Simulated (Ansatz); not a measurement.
## Electronic structure of BrFH₄NOSi (charge +1) in real space

Input file:

```
crystal:
  periodic: [false, false, false]
  atoms:
    - {symbol: Br, position_ang: [-3.386130, -0.140739, -0.518526]}
    - {symbol: F, position_ang: [-1.625663, -1.155892, -2.959085]}
    - {symbol: "N", position_ang: [-1.085060, 1.467714, -2.174068]}
    - {symbol: O, position_ang: [-0.276664, -0.857427, -0.879911]}
    - {symbol: Si, position_ang: [-1.670287, -0.046320, -1.813068]}
    - {symbol: H, position_ang: [-0.119376, -1.822214, -0.892433]}
    - {symbol: H, position_ang: [0.231508, -0.418374, -0.171781]}
    - {symbol: H, position_ang: [-1.565029, 2.314181, -1.875796]}
    - {symbol: H, position_ang: [-0.394601, 1.638900, -2.903729]}
basis:
  gaussian:
    orbitals: def2-TZVPD
total_charge: 1
output: {forces: true, orbitals: {seedname: orbitals}}
hamiltonian:
  xc: {name: PBE0}
```

Launched as:

```sh
ansatz run input.yaml --threads 2 --pin off --max-ram 4350MiB --events-out events.jsonl --progress --plain --runs-dir runs
```

Geometry: B3LYP-D3(BJ)/def2-SVP.

Method: Ansatz 0.2.0, isolated molecule in a Gaussian basis; Kohn-Sham density functional theory, functional PBE0.

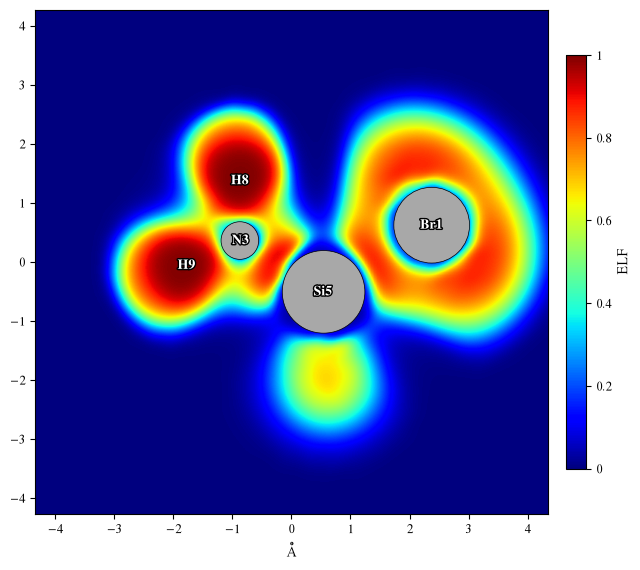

Figure 1. Electron localisation function on the plane of atoms Br1, Si5 and N3. Grey discs cover the atomic cores.

> What does the map show?

The section cuts through Br, N, Si and H sites. Si–N (1.66 Å): the ELF peaks at about 0.90 between the atoms: a polar covalent bond. Si–Br (2.15 Å): the ELF peaks at about 0.85 between the atoms: a shared but strongly polarised pair. N–H (1.02 Å): the ELF climbs to about 1 towards the hydrogen, as it does in any bond to H; an ordinary covalent bond to hydrogen. The ELF also peaks beside Br1, away from the bonds: lone-pair regions.

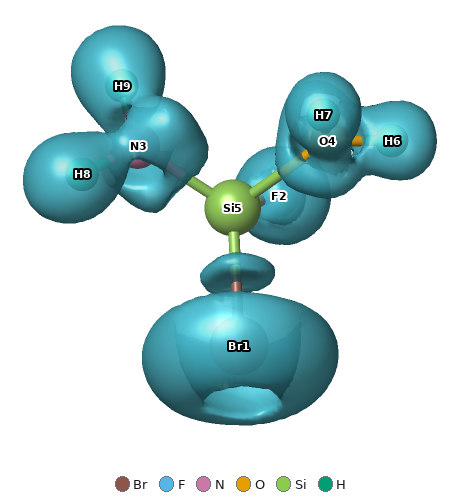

Figure 2. Isosurface of the electron localisation function at 0.8 (cyan), seen across its widest extent. Core shells and regions of very low density are left out.

> What do the ELF domains correspond to?

The ELF exceeds this value in one region between bonded Br–Si atoms (shared pairs), one ring or bowl of non-bonding electrons around Br, one region wrapped around F (its lone pairs, merged into a ring or cap), one joined region spread over several atoms (H, N), in which their bonds and any lone pairs are merged and one joined region spread over several atoms (H, O), in which their bonds and any lone pairs are merged. Profiles from the grid: Si–F (1.60 Å): the ELF peaks at about 0.85 in the valence shell of F, 0.6 Å from its nucleus, and is about 0.55 at the midpoint.

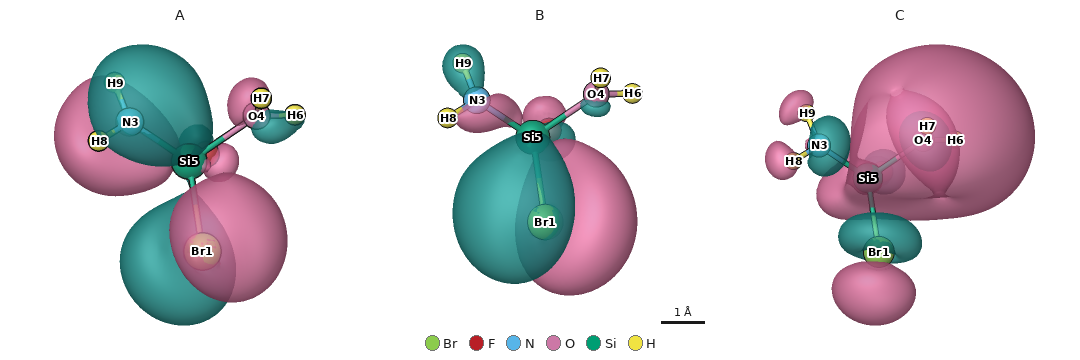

Figure 3. Three frontier orbitals at ±0.05 Å⁻³ᐟ² (teal and pink are the two phases), in no order.

> Order the three orbitals by energy and name them.

B is the HOMO−1 (−13.81 eV). By Hirshfeld shares it lies mainly on Br1 (about 90 %); largely a lone pair of Br1. A is the HOMO (−13.45 eV). By Hirshfeld shares it lies mainly on N3 (about 45 %), Br1 (about 35 %) and Si5 (about 10 %); largely a combination of lone pairs on N3 and Br1. C is the LUMO (−5.66 eV). It lies mainly on H7 (about 25 %), H6 (about 20 %), Si5 (about 15 %), O4 (about 15 %) and Br1 (about 10 %).

> What is the HOMO–LUMO gap?

7.79 eV between the orbital energies.

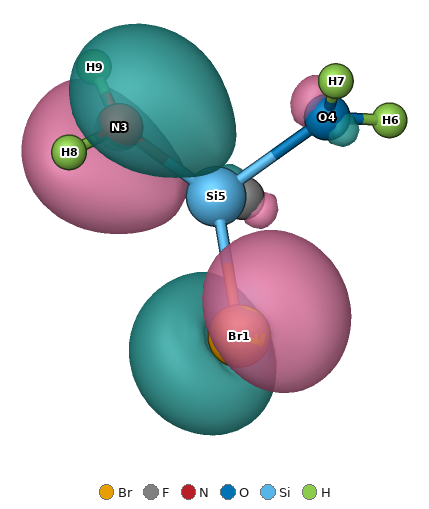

Figure 4. The HOMO at ±0.1 Å⁻³ᐟ² (teal and pink are the two phases), seen at a tilt.

> What is the character of this orbital?

It lies mainly on N3 (about 45 %), Br1 (about 35 %) and Si5 (about 10 %); largely a combination of lone pairs on N3 and Br1. Its energy is −13.45 eV.
